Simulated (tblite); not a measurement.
Geometry relaxation of C₆H₁₅BGe (part 3 of 3)

The same run, continued: C₆H₁₅BGe, SMILES CB[C@H]1CC[CH2][GeH2][CH2]1; GFN2-xTB geometry optimisation, gas phase (tblite 0.8.0). It belongs to a series of runs on one base structure; here: constitutional isomer.

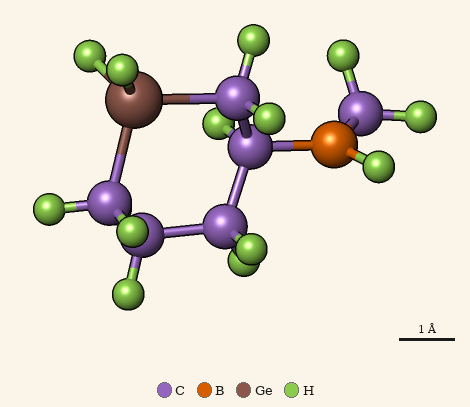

The input geometry (ball-and-stick view, seen at a tilt). Sticks mark near contacts.

## Input
```
{"job": {"kind": "relax", "xc": "GFN2-xTB", "basis": "xTB"}, "charge": 0, "multiplicity": 1}
C      3.363700     0.327700    -0.075300
B      2.042700    -0.145400     0.677500
C      0.604800     0.097100     0.059000
C     -0.106300    -1.247400    -0.213500
C     -1.371100    -1.119600    -1.068300
C     -2.531100    -0.436000    -0.344600
Ge    -1.977600     1.333300     0.244500
C     -0.209800     1.011000     1.000600
H      3.324200     1.427500    -0.213200
H      4.248300     0.063800     0.525900
H      3.408000    -0.168400    -1.066400
H      2.143100    -0.703700     1.730300
H      0.733100     0.628800    -0.903800
H     -0.357600    -1.752400     0.754900
H      0.591100    -1.919700    -0.746800
H     -1.706200    -2.132800    -1.366300
H     -1.130300    -0.553900    -2.002700
H     -3.401700    -0.344200    -1.019200
H     -2.822400    -1.034500     0.549000
H     -1.853500     2.276100    -0.968400
H     -2.952100     1.899800     1.321100
H     -0.343000     0.527000     1.991700
H      0.298900     1.993000     1.144000
```

The first line tells a small driver script what to run in tblite; the rest is the geometry in Å.

Run as:
```bash
OMP_NUM_THREADS=1 python <driver script> task.json out
```

## Summary

```csv
quantity,value
outcome,converged
total energy,−643.0299 eV
hardware,"1 CPU thread, shared host"
wall time,1.2 s
peak memory,0.18 GiB
```
